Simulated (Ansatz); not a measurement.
# KRbNaCl3: complex band structure, part 2 of 3

Wanted: the relaxed cell of KRbNaCl3, its band edges and its decay constants. It is built by putting Rb for part of the K in the K2NaCl3 structure of space group P-3m1, with the volume rescaled by atomic radii. The parent structure comes from the Materials Project.

Ansatz 0.2.0; r2SCAN DFT, plane waves, PAW files (the session's first sound run).

So far. Step 2 (Relaxing the new crystal): The largest force component on a free atom ends at 0.0026 eV/Å.

The structure was built from a prototype and need not be the compound's stable phase.

## (3) Band edges

The energy window and the wavevectors of the next steps follow from the band edges, so these are searched first, off the mesh as well.

input.yaml reads:

```yaml
crystal:
  lattice:
    - [4.3325900756, 0.0, 0.0]
    - [-2.1662950378, 3.7521330697, 0.0]
    - [0.0, 0.0, 10.8570075752]
  atoms:
    - { symbol: K, position: [0.3333333333, 0.6666666667, 0.6838261965] }
    - { symbol: Rb, position: [0.6666666667, 0.3333333333, 0.3221897614] }
    - { symbol: Na, position: [0.0, 0.0, -0.0059821951] }
    - { symbol: Cl, position: [0.3333333333, 0.6666666667, 0.1318968493] }
    - { symbol: Cl, position: [0.6666666667, 0.3333333333, 0.8558560844] }
    - { symbol: Cl, position: [0.0, 0.0, 0.5122133035] }
kpoints:
  mp_grid: { grid: [6, 6, 2] }
  band_path: { path: [VBM, CBM], npoints: 30 }
scf:
  occupations: { method: fixed }
hamiltonian:
  xc: r2scan
output:
  eigenvalues: true
  write_potential: true
  write_density: true
  volumetric_format: npy
```

Started as:

```sh
$ ansatz run input.yaml --threads 2 --pin off --max-ram 4096MiB --backend cpu --events-out ev --progress --plain --runs-dir out
```

Numbers of over 12 decimals in the logs are rounded to 6 here.

The log of the run:

```text
[...]
Crystal: 6 atoms, lattice volume = 176.496 Å³
Basis set: ecut = 500 eV, 4473 PW (Γ), exchange–correlation on 128×128×320 points (64 copies of the dense FFT grid, shifted against one another)
Bands: 30, of which v1, the nominal top of the filled ones, is band 24 counted from 1 (23 counted from 0)
Symmetry: 6 space group operations
[...]
k-points: 14 of 72 (time reversal used)
[...]
SCF iter   1: F=—  HF=-9572.556273 eV  |F-HF|=—  |Δ(HF+E_count)|=         —  Δρ=4.86e-3  dr2=2.35e-2  dr2_τ=4.92e-3  ethr=1.77e-3  ⟨swp⟩=5.1  Hψ=1580  notcnv=0  defer=43
[...]
SCF iter   6: F=-9572.603960 eV  HF=-9572.603960 eV  |F-HF|=2.96e-8  |Δ(HF+E_count)|=   3.36e-7  Δρ=5.37e-6  dr2=5.86e-8  dr2_τ=8.35e-9  ethr=2.08e-10  ⟨swp⟩=12.6  Hψ=2379  notcnv=0
SCF 1 converged in 6 iterations: F = -9572.603960 eV  dr2 = 5.86e-8
[...]
NSCF: frozen V_eff on 34 k-points
[...]
SCF converged after 6 iterations
Free energy (F): -9572.603960 eV
[...]
Internal energy: -9572.603960 eV  (E = F + TS)
E sigma→0 (E₀):  -9572.603960 eV
Fermi energy:    0.725688 eV
[...]
--- Band table (eV; the first three rows and the last of 14) ---
  k-point 0: bands = [... 20 lower, 0.4502, 0.6734, 0.6734, 0.7257, 6.3164, 8.0989, 8.3472, 8.5519, ... 2 higher]
  k-point 1: bands = [... 20 lower, 0.5688, 0.5688, 0.6143, 0.6143, 6.8589, 7.1070, 8.5220, 8.7231, ... 2 higher]
  k-point 2: bands = [... 20 lower, 0.4353, 0.4361, 0.6300, 0.6643, 6.9298, 8.3688, 8.4869, 8.7563, ... 2 higher]
  k-point 13: bands = [... 20 lower, 0.1171, 0.2265, 0.5054, 0.5102, 8.8069, 8.9160, 9.3486, 9.4066, ... 2 higher]
```

Run time: 25 s. Hardware: 2 threads of Arm Neoverse V2, shared host; peak memory 0.65 GiB; 49 s of CPU time.

Numbers from this step:

* Fermi energy: 0.7257 eV
* gap on the k-mesh: 5.591 eV
* gap on path: 5.591 eV, by band count; negative where bands overlap
* direct gap on path: 5.591 eV
* edge places on path: 0, 0 1/A along the path

Levels at VBM (eV): -1.11, -0.92, -0.30, -0.30, -0.28, -0.28, -0.05, -0.05, 0.00, 5.59, 7.37, 7.62, 7.83.

The searched edges give 5.59 eV, as on the mesh.

## (4) Decaying states in the gap

This step: r2SCAN DFT, plane waves, PAW files; complex bands by layer matching along the plane's normal (Ansatz 0.2.0).

The same crystal is laid in a cell whose first two vectors span the (001) plane (indices of the standard conventional cell, whose axes can be ordered otherwise than in the bulk input). At fixed energy and wavevector in the plane the solver finds all kz, real and complex. A few wavevectors are listed, (0, 0) and (0.5, 0) in units of the plane's reciprocal vectors; the slowest state needn't be among them.

input.yaml reads:

```yaml
crystal:
  lattice:
    - [4.332590076, 0.0, 0.0]
    - [2.166295038, 3.75213307, 0.0]
    - [0.0, 0.0, 10.857007575]
  atoms:
    - { symbol: K, position: [0.6666666667, 0.6666666667, 0.6838261965] }
    - { symbol: Rb, position: [0.3333333333, 0.3333333333, 0.3221897614] }
    - { symbol: Na, position: [0.0, 0.0, 0.9940178049] }
    - { symbol: Cl, position: [0.6666666667, 0.6666666667, 0.1318968493] }
    - { symbol: Cl, position: [0.3333333333, 0.3333333333, 0.8558560844] }
    - { symbol: Cl, position: [0.0, 0.0, 0.5122133035] }
kpoints:
  mp_grid: { grid: [6, 6, 2] }
scf:
  occupations: { method: fixed }
hamiltonian:
  xc: r2scan
output:
  eigenvalues: true
  transmission:
    leads: [[0, 0]]
    kpoints: [[0.0, 0.0], [0.5, 0.0]]
    e_range: [-1.0, 6.59]
    de: 0.15
```

The log of the run:

```text
[...]
Crystal: 6 atoms, lattice volume = 176.496 Å³
Basis set: ecut = 500 eV, 4473 PW (Γ), exchange–correlation on 128×128×320 points (64 copies of the dense FFT grid, shifted against one another)
Bands: 30, of which v1, the nominal top of the filled ones, is band 24 counted from 1 (23 counted from 0)
Symmetry: 6 space group operations
[...]
k-points: 14 of 72 (time reversal used)
[...]
SCF iter   1: F=—  HF=-9572.556273 eV  |F-HF|=—  |Δ(HF+E_count)|=         —  Δρ=4.86e-3  dr2=2.35e-2  dr2_τ=4.92e-3  ethr=1.77e-3  ⟨swp⟩=5.1  Hψ=1580  notcnv=0  defer=43
[...]
SCF iter   6: F=-9572.603960 eV  HF=-9572.603960 eV  |F-HF|=2.96e-8  |Δ(HF+E_count)|=   3.36e-7  Δρ=5.37e-6  dr2=5.86e-8  dr2_τ=8.35e-9  ethr=2.08e-10  ⟨swp⟩=12.6  Hψ=2379  notcnv=0
SCF 1 converged in 6 iterations: F = -9572.603960 eV  dr2 = 5.86e-8
[...]
transmission: 17 of 34 steps passed
transmission: 34 of 34 steps passed
SCF converged after 6 iterations
Free energy (F): -9572.603960 eV
[...]
Internal energy: -9572.603960 eV  (E = F + TS)
E sigma→0 (E₀):  -9572.603960 eV
Fermi energy:    0.725688 eV
[...]
--- Band table (eV; the first three rows and the last of 14) ---
  k-point 0: bands = [... 20 lower, 0.4502, 0.6734, 0.6734, 0.7257, 6.3164, 8.0989, 8.3472, 8.5519, ... 2 higher]
  k-point 1: bands = [... 20 lower, 0.5688, 0.5688, 0.6143, 0.6143, 6.8589, 7.1070, 8.5220, 8.7231, ... 2 higher]
  k-point 2: bands = [... 20 lower, 0.4353, 0.4361, 0.6300, 0.6643, 6.9298, 8.3688, 8.4869, 8.7563, ... 2 higher]
  k-point 13: bands = [... 20 lower, 0.1171, 0.2265, 0.5054, 0.5102, 8.8069, 8.9160, 9.3486, 9.4066, ... 2 higher]
--- Transmission ---
  basis      : 163 plane waves across, 17 finite elements along
  points     : 2, as listed
  energies   : 51 from -1.000000 to 6.500000 eV about the Fermi level, 0.150000 eV apart; the leads are filled to 2.795339 eV, and channels, transmission and decay are at 2.750000 eV
  crystal 0  : Na1Cl3Rb1K1, at the sites [0, 0], period 10.8570 Å: whole cells are its period
    offset         : up to 0.0000 Å between an atom of the period and one for which it stands
    channels       : 0.000000e0 a spin
    conductance    : none, the energies end too early or step too widely for 300 K: set another output.transmission.e_range or a lower de, or, where they end at an eighth of basis.ecutwfc, a higher one
    slowest decay  : 0.4291 /Å at (0.0000, 0.0000)
```

It took 31 s on 2 threads; peak memory 0.85 GiB; 50 s of CPU time.

This step gave:

```
level to which the leads are filled                       : 2.795 eV from the Fermi level
decay constant at the filling level, zone centre          : 0.4291 Å⁻¹
decay constant at the filling level, slowest listed point : 0.4291 Å⁻¹
```

K parallel (0, 0); values up to 1.5 1/Å, a degenerate pair printed once or twice; energies at which all values exceed this have no row. The Im kz of the slowest decaying states by energy, zero at the highest filled level on the SCF mesh:

```
energy (eV)  decay 1 (Å⁻¹)  decay 2 (Å⁻¹)  decay 3 (Å⁻¹)  decay 4 (Å⁻¹)
      -1.00         0.0599          0.680           1.24           1.47
       0.05          0.105          0.297           1.19           1.39
       0.95          0.364          0.691           1.14           1.32
       2.00          0.428          0.809           1.07           1.23
       3.05          0.422          0.845           1.00           1.14
       3.95          0.373          0.841          0.937           1.06
       5.00          0.247          0.804          0.849          0.966
       6.05          0.736          0.742          0.864              -
```

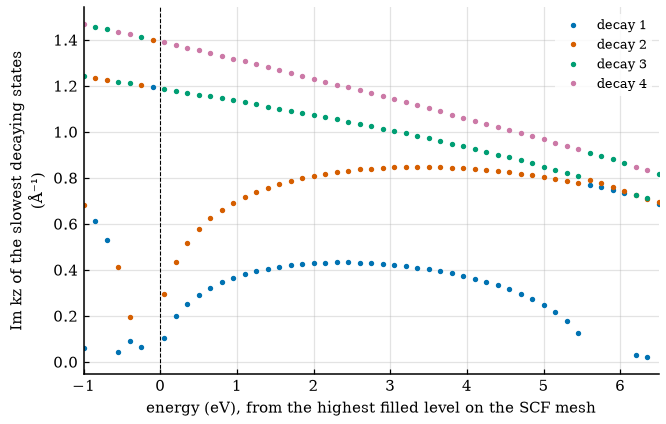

Im kz of the slowest decaying states, plotted against energy.

K parallel (0.5, 0); values up to 1.5 1/Å, a degenerate pair printed once or twice; energies at which all values exceed this have no row. Table of Im kz of the slowest decaying states by energy, zero at the highest filled level on the SCF mesh:

```
energy (eV)  decay 1 (Å⁻¹)  decay 2 (Å⁻¹)  decay 3 (Å⁻¹)  decay 4 (Å⁻¹)
     -1.000          0.222          0.627           1.08              -
     -0.550         0.0275          0.158          0.273           1.06
      0.050          0.332          0.456          0.476           1.03
      0.500          0.447          0.608          0.680           1.01
      0.950          0.512          0.692          0.786          0.983
      1.550          0.565          0.767          0.874          0.948
      2.000          0.588          0.811          0.919          0.921
      2.450          0.600          0.853          0.894          0.953
      3.050          0.604          0.851          0.932          0.985
      3.500          0.598          0.821           1.00           1.05
      3.950          0.584          0.790           1.01           1.03
      4.550          0.552          0.748          0.858           1.02
      5.000          0.517          0.715          0.799           1.01
      5.450          0.470          0.681          0.745           1.00
      6.050          0.379          0.634          0.672          0.979
      6.500          0.265          0.594          0.609          0.956
```

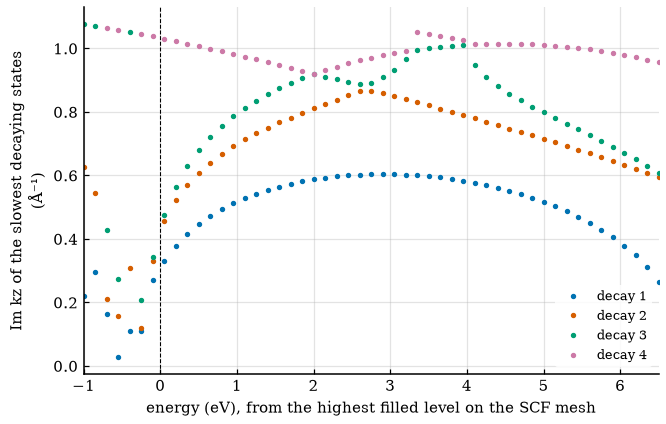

Im kz of the slowest decaying states, plotted against energy.

At the listed wavevectors the last open channel is at -0.10 eV and the next at +5.60 eV on the grid. At +2.75 eV, the grid energy nearest the filling level (the middle of the gap on the SCF mesh), the slowest state at the listed wavevectors decays with κ = 0.429 Å⁻¹, its amplitude falling by e over 2.3 Å. Through 1 nm of this crystal that state's transmission falls by exp(−2 × 0.429 Å⁻¹ × 10 Å) = 1.9e-4.

## (5) Decay over the two-dimensional zone

The listed points could miss the slowest state, so one energy near mid-gap is solved on a mesh of 12×12.

input.yaml: that of step 4 with these lines changed.

```diff
@@ -20,6 +20,2 @@
   eigenvalues: true
-  transmission:
-    leads: [[0, 0]]
-    kpoints: [[0.0, 0.0], [0.5, 0.0]]
-    e_range: [-1.0, 6.59]
-    de: 0.15
+  transmission: { leads: [[0, 0]], kmesh: [12, 12], e_range: [2.8, 2.81], de: 0.05 }
```

The log of the run:

```text
[...]
Crystal: 6 atoms, lattice volume = 176.496 Å³
Basis set: ecut = 500 eV, 4473 PW (Γ), exchange–correlation on 128×128×320 points (64 copies of the dense FFT grid, shifted against one another)
Bands: 30, of which v1, the nominal top of the filled ones, is band 24 counted from 1 (23 counted from 0)
Symmetry: 6 space group operations
[...]
k-points: 14 of 72 (time reversal used)
[...]
SCF iter   1: F=—  HF=-9572.556273 eV  |F-HF|=—  |Δ(HF+E_count)|=         —  Δρ=4.86e-3  dr2=2.35e-2  dr2_τ=4.92e-3  ethr=1.77e-3  ⟨swp⟩=5.1  Hψ=1580  notcnv=0  defer=43
[...]
SCF iter   6: F=-9572.603960 eV  HF=-9572.603960 eV  |F-HF|=2.96e-8  |Δ(HF+E_count)|=   3.36e-7  Δρ=5.37e-6  dr2=5.86e-8  dr2_τ=8.35e-9  ethr=2.08e-10  ⟨swp⟩=12.6  Hψ=2379  notcnv=0
SCF 1 converged in 6 iterations: F = -9572.603960 eV  dr2 = 5.86e-8
[...]
transmission: 51 of 323 steps passed
transmission: 102 of 323 steps passed
[...]
transmission: 323 of 323 steps passed
SCF converged after 6 iterations
Free energy (F): -9572.603960 eV
[...]
Internal energy: -9572.603960 eV  (E = F + TS)
E sigma→0 (E₀):  -9572.603960 eV
Fermi energy:    0.725688 eV
[...]
--- Band table (eV; the first three rows and the last of 14) ---
  k-point 0: bands = [... 20 lower, 0.4502, 0.6734, 0.6734, 0.7257, 6.3164, 8.0989, 8.3472, 8.5519, ... 2 higher]
  k-point 1: bands = [... 20 lower, 0.5688, 0.5688, 0.6143, 0.6143, 6.8589, 7.1070, 8.5220, 8.7231, ... 2 higher]
  k-point 2: bands = [... 20 lower, 0.4353, 0.4361, 0.6300, 0.6643, 6.9298, 8.3688, 8.4869, 8.7563, ... 2 higher]
  k-point 13: bands = [... 20 lower, 0.1171, 0.2265, 0.5054, 0.5102, 8.8069, 8.9160, 9.3486, 9.4066, ... 2 higher]
--- Transmission ---
  basis      : 163 plane waves across, 17 finite elements along
  points     : 19, standing for a mesh of 12 x 12
  energies   : 1 from 2.800000 to 2.800000 eV about the Fermi level; the leads are filled to 2.795339 eV, and channels, transmission and decay are at 2.800000 eV
[...]
channels       : 0.000000e0 a spin
    conductance    : none, crystal 0 has no channel at the energies, or these end too early or step too widely for 300 K: set another output.transmission.e_range or a lower de, or, where they end at an eighth of basis.ecutwfc, a higher one
    slowest decay  : 0.4281 /Å at (0.0000, 0.0000)
```

It took 29 s on 2 threads; peak memory 0.94 GiB; 56 s of CPU time.

This step gave:

```yaml
least_decay_constant_on_the_mesh: 0.4281 Å⁻¹
```

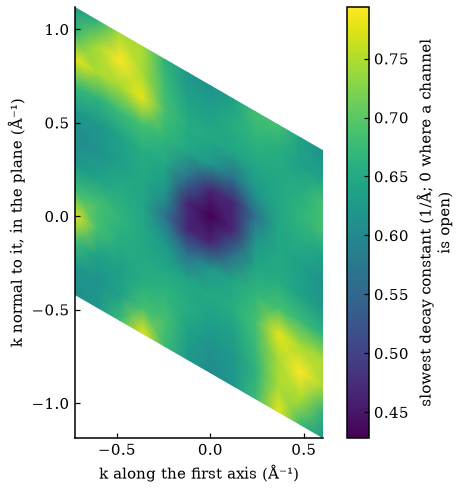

Slowest decay constant (1/Å; 0 where a channel is open) over k1 and k2. At 2.8000 eV from the Fermi level.

The least value on the mesh is 0.428 Å⁻¹ at +2.80 eV. At that energy the listed points give about 0.428 Å⁻¹ by interpolation, so the mesh holds no clearly slower state.

## (6) Band edges at another level, cutoff 420 eV

This step: PBEsol DFT, plane waves, PAW files (Ansatz 0.2.0).

The edges again with PBEsol, at the same atoms. Against that run the cutoff is 420 eV against 500.

input.yaml reads:

```yaml
crystal:
  lattice:
    - [4.3325900756, 0.0, 0.0]
    - [-2.1662950378, 3.7521330697, 0.0]
    - [0.0, 0.0, 10.8570075752]
  atoms:
    - { symbol: K, position: [0.3333333333, 0.6666666667, 0.6838261965] }
    - { symbol: Rb, position: [0.6666666667, 0.3333333333, 0.3221897614] }
    - { symbol: Na, position: [0.0, 0.0, -0.0059821951] }
    - { symbol: Cl, position: [0.3333333333, 0.6666666667, 0.1318968493] }
    - { symbol: Cl, position: [0.6666666667, 0.3333333333, 0.8558560844] }
    - { symbol: Cl, position: [0.0, 0.0, 0.5122133035] }
kpoints:
  mp_grid: { grid: [6, 6, 2] }
  band_path: { path: [VBM, CBM], npoints: 30 }
scf:
  occupations: { method: fixed }
hamiltonian:
  xc: pbesol
output:
  eigenvalues: true
```

The log of the run:

```text
[...]
Crystal: 6 atoms, lattice volume = 176.496 Å³
Basis set: ecut = 420 eV, 3463 PW (Γ)
Bands: 30, of which v1, the nominal top of the filled ones, is band 24 counted from 1 (23 counted from 0)
Symmetry: 6 space group operations
[...]
k-points: 14 of 72 (time reversal used)
[...]
SCF iter   1: F=—  HF=-9402.579226 eV  |F-HF|=—  |Δ(HF+E_count)|=         —  Δρ=3.18e-3  dr2=2.72e-2  ethr=1.77e-3  ⟨swp⟩=5.1  Hψ=1639  notcnv=0  defer=48
[...]
SCF iter   6: F=-9402.568580 eV  HF=-9402.568579 eV  |F-HF|=1.44e-7  |Δ(HF+E_count)|=   2.99e-6  Δρ=6.10e-6  dr2=6.99e-8  ethr=2.08e-10  ⟨swp⟩=9.9  Hψ=2313  notcnv=0
SCF 1 converged in 6 iterations: F = -9402.568580 eV  dr2 = 6.99e-8
[...]
SCF converged after 6 iterations
Free energy (F): -9402.568580 eV
[...]
Internal energy: -9402.568580 eV  (E = F + TS)
E sigma→0 (E₀):  -9402.568580 eV
Fermi energy:    1.066991 eV
[...]
--- Band table (eV; the first three rows and the last of 14) ---
  k-point 0: bands = [... 20 lower, 0.7927, 1.0217, 1.0217, 1.0670, 5.8495, 7.6732, 7.9072, 8.2120, ... 2 higher]
  k-point 1: bands = [... 20 lower, 0.9194, 0.9194, 0.9572, 0.9572, 6.4247, 6.6312, 8.1579, 8.3586, ... 2 higher]
  k-point 2: bands = [... 20 lower, 0.7724, 0.7796, 0.9773, 1.0015, 6.4766, 7.9698, 8.0745, 8.3685, ... 2 higher]
  k-point 13: bands = [... 20 lower, 0.4578, 0.5702, 0.8447, 0.8477, 8.5142, 8.6438, 9.0075, 9.0406, ... 2 higher]
```

Wall time 14 s (2 threads); peak memory 0.39 GiB; 27 s of CPU time.

This step gave:

```
free energy        : -9402.5686 eV
Fermi energy       : 1.067 eV
gap on the k-mesh  : 4.783 eV
gap on path        : 4.783 eV, by band count; negative where bands overlap
direct gap on path : 4.783 eV
```

Levels at VBM (eV): -1.14, -0.95, -0.30, -0.30, -0.27, -0.27, -0.05, -0.05, 0.00, 4.78, 6.61, 6.84, 7.14, 7.93.

The searched edges give 4.78 eV, as on the mesh.

Between step 3 and this run (PBEsol and cutoff 420 eV) the value for the gap on the k-mesh moves from 5.59 eV to 4.78 eV.

(Continued in part 3 of 3.)

[Logs are printed without paths, hosts, clocks, repeated set-up lines and the standing remarks that a program may print on its own settings, such as how far it seeks lower states.]

[Hosts, paths, dates, database ids (printed as entryN), source tags and the programs' standing remarks are cut or masked in the printed files.]
